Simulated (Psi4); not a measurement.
# C2H3F3 (1,1,2-trifluoroethane): B3LYP/6-31G(d) (spherical functions)

Aim: the vertical ionisation energy of C2H3F3 (1,1,2-trifluoroethane) at B3LYP/6-31G* (spherical functions), from 2 runs. 

The results are computed with Psi4 1.11.

2 further runs of the same task are left out: 2 set aside as unsound or not needed.

## Step 1: The system as given

The species is C2H3F3 (8 atoms), meant as a singlet with charge 0. SMILES: `FCC(F)F`. The coordinates come from a PBE0-D4/def2-TZVP relaxation. This is one conformer, not always the lowest.

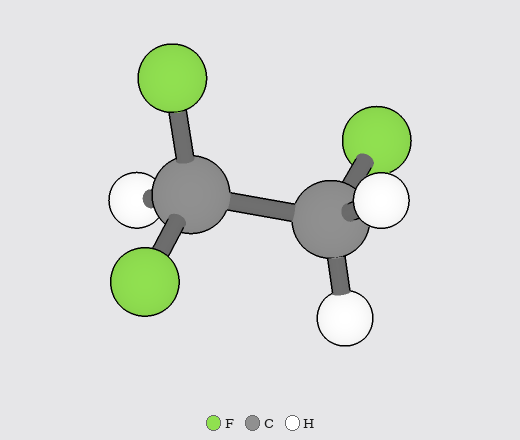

Viewed from a chosen angle; fluorine green, carbon grey, hydrogen white.

## Step 2: Energy and gradient at B3LYP/6-31G(d) (spherical functions)

c2h3f3.in reads:

```
memory 1.6 GB

molecule geom {
  0 1
  F     -1.142800    -0.681000     1.163100
  C     -0.188200     0.195100     0.711800
  C      0.172900    -0.152400    -0.711300
  F      0.824200    -1.335800    -0.756500
  F      1.011700     0.803600    -1.182200
  H      0.701700     0.118900     1.342500
  H     -0.588500     1.211500     0.747300
  H     -0.698800    -0.217000    -1.370500
  symmetry c1
  no_reorient
  no_com
}

set {
  basis                6-31G*
  puream               true
  e_convergence        1e-09
  d_convergence        1e-08
  scf_type             pk
  dft_radial_points    99
  dft_spherical_points 590
}

e = gradient("b3lyp")
```

On the command line:

```console
psi4 -n 1 c2h3f3.in c2h3f3.out
```

c2h3f3.out:

```text
[...]
  Running in c1 symmetry.
[...]
  Nuclear repulsion =  191.359785586364609
[...]
  Multiplicity = 1
[...]
  Nalpha       = 21
  Nbeta        = 21
[...]
    Number of basis functions: 76
[...]
   @RKS iter   1:  -377.43293233176860   -3.28191e-01   6.04633e-03 ADIIS/DIIS
[...]
   @RKS iter  11:  -377.51559827206165   -1.38130e-11   7.67062e-09 DIIS
[...]
    Orbital Energies [Eh]
    ---------------------
    Doubly Occupied:
       1A    -24.705484     2A    -24.701562     3A    -24.686788
       4A    -10.345968     5A    -10.270024     6A     -1.257351
       7A     -1.204548     8A     -1.196092     9A     -0.773331
      10A     -0.657107    11A     -0.565181    12A     -0.553294
      13A     -0.535060    14A     -0.495836    15A     -0.487748
      16A     -0.427048    17A     -0.419851    18A     -0.397607
      19A     -0.387471    20A     -0.354944    21A     -0.329918
[...]
  @RKS Final Energy:  -377.51559827206165
   => Energetics <=
    Nuclear Repulsion Energy =            191.3597855863646089
    One-Electron Energy =                -903.0492857718638788
    Two-Electron Energy =                 369.2960225085130332
    DFT Exchange-Correlation Energy =     -35.1221205950754154
    Empirical Dispersion Energy =           0.0000000000000000
    VV10 Nonlocal Energy =                  0.0000000000000000
    Total Energy =                       -377.5155982720616521
[...]
 Multipole Moments:
 ------------------------------------------------------------------------------------
     Multipole            Electronic (a.u.)      Nuclear  (a.u.)        Total (a.u.)
 ------------------------------------------------------------------------------------
 L = 1.  Multiply by 2.5417464519 to convert [e a0] to [Debye]
 Dipole X            :        -10.6968100           10.5078221           -0.1889879
 Dipole Y            :         18.5284029          -18.0453727            0.4830302
 Dipole Z            :         11.8922773          -11.8260951            0.0661823
 Magnitude           :                                                    0.5228907
[...]
  -Total Gradient:
     Atom            X                  Y                   Z
    ------   -----------------  -----------------  -----------------
       1        0.005822456473     0.005882172511    -0.002420755765
       2       -0.001424877537    -0.003557243380    -0.001396173939
       3        0.005464294992     0.000441828795     0.002931504715
       4       -0.003531548144     0.009023293107    -0.001049558294
       5       -0.005451047232    -0.008196141408     0.002865138786
       6       -0.001999119704    -0.000988876109    -0.000312065908
       7       -0.000491031561    -0.002301633024    -0.000344063435
       8        0.001616780916    -0.000323903372    -0.000267481158
[...]
```

Wall time 21 s (1 thread of Intel Xeon Platinum 8259CL at 2.50GHz (Skylake/Cascade Lake), shared host); peak memory 1.1 GiB.

## Step 3: The doublet cation, same level

input.dat reads:

```
memory 1600 mb

molecule {
  1 2
  F     -2.15957902    -1.28690349     2.19794046
  C     -0.35564646     0.36868557     1.34510706
  C      0.32673365    -0.28799426    -1.34416219
  F      1.55751227    -2.52429616    -1.42957781
  F      1.91183592     1.51858391    -2.23403422
  H      1.32602082     0.22468844     2.53695732
  H     -1.11210382     2.28940320     1.41219233
  H     -1.32054062    -0.41007057    -2.58986965
  units au
  symmetry c1
  no_reorient
  no_com
}

set basis 6-31G*
set reference uks
set puream true
set e_convergence 1e-09
set d_convergence 1e-08
set scf_type pk
set dft_radial_points 99
set dft_spherical_points 590
set maxiter 200

E, wfn = gradient('b3lyp', return_wfn=True)
oeprop(wfn, 'MULLIKEN_CHARGES', 'QUADRUPOLE', 'DIPOLE', title='B3LYP')
```

On the command line:

```console
psi4 -i input.dat -o output.dat -n 1
```

output.dat, cut to the lines that bear on the results:

```text
[...]
  Running in c1 symmetry.
[...]
  Nuclear repulsion =  191.359785649963328
[...]
  Multiplicity = 2
[...]
  Nalpha       = 21
  Nbeta        = 20
[...]
    Number of basis functions: 76
[...]
   @UKS iter   1:  -377.04167103175786    6.30702e-02   3.88377e-03 DIIS/ADIIS
[...]
   @UKS iter  17:  -377.07909762145016   -2.61480e-12   6.25398e-09 DIIS
[...]
   @S^2 Observed:                7.523157508E-01
[...]
  @UKS Final Energy:  -377.07909762145016
   => Energetics <=
    Nuclear Repulsion Energy =            191.3597856499633281
    One-Electron Energy =                -890.7535605175751243
    Two-Electron Energy =                 357.0456335358798583
    DFT Exchange-Correlation Energy =     -34.7309562897182502
    Empirical Dispersion Energy =           0.0000000000000000
    VV10 Nonlocal Energy =                  0.0000000000000000
    Total Energy =                       -377.0790976214501597
[...]
  -Total Gradient:
     Atom            X                  Y                   Z
    ------   -----------------  -----------------  -----------------
       1       -0.018411291196    -0.012479377529     0.010944546048
       2        0.042547537774    -0.008553322796    -0.078897563898
       3       -0.074985459592     0.021636312316     0.075635510892
       4        0.017412730598    -0.018422224091    -0.006254011969
       5        0.021102439033     0.013647615616    -0.014875356822
       6       -0.008236155026     0.007984325587     0.004742975501
       7        0.004072580094    -0.001821803560     0.009245300010
       8        0.016504340046    -0.002012164775    -0.000534682184
[...]
 Multipole Moments:
 ------------------------------------------------------------------------------------
     Multipole            Electronic (a.u.)      Nuclear  (a.u.)        Total (a.u.)
[...]
  Mulliken Charges: (a.u.)
   Center  Symbol    Alpha    Beta     Spin     Total
       1     F     4.68045  4.45353  0.22692 -0.13398
       2     C     3.07336  2.92664  0.14671  0.00000
       3     C     2.81738  2.69462  0.12276  0.48800
       4     F     4.65771  4.47246  0.18525 -0.13018
       5     F     4.65559  4.49070  0.16489 -0.14629
       6     H     0.36494  0.32907  0.03587  0.30598
       7     H     0.36248  0.34540  0.01708  0.29212
       8     H     0.38808  0.28757  0.10051  0.32435
   Total alpha = 21.00000, Total beta = 20.00000, Total charge =  1.00000
[...]
```

It took 42 s on 1 thread of Intel Xeon Platinum 8259CL at 2.50GHz (Skylake/Cascade Lake), shared host; peak memory 1.1 GiB.

## Step 4: Summary of results

Level: B3LYP/6-31G* (spherical functions).

| quantity | value |
| --- | --- |
| singlet C2H3F3: total energy | -377.51560 Eh |
| singlet C2H3F3: dipole moment | 1.33 D |
| singlet C2H3F3: HOMO energy | -8.98 eV |
| singlet C2H3F3: LUMO energy | 2.18 eV |
| singlet C2H3F3: HOMO–LUMO gap | 11.16 eV |
| singlet C2H3F3: largest force on an atom | 0.527 eV/Å |
| doublet cation: total energy | -377.07910 Eh |
| doublet cation: HOMO energy (highest over α and β) | -17.16 eV |
| doublet cation: LUMO energy (lowest over α and β) | -14.79 eV |
| doublet cation: ⟨S²⟩ | 0.752 |
| doublet cation: largest force on an atom | 5.589 eV/Å |
| vertical ionisation energy (to the doublet cation) | 11.878 eV |

The vertical ionisation energy comes to 11.88 eV (1146 kJ/mol). The largest force (singlet C2H3F3) is 0.53 eV/Å: the shape isn't a stationary point for this species at this level. The negative HOMO energy of the first species, 8.98 eV, lies 2.90 eV below that difference. Mulliken charges (doublet cation) run from -0.15 on F5 to +0.49 on C3.
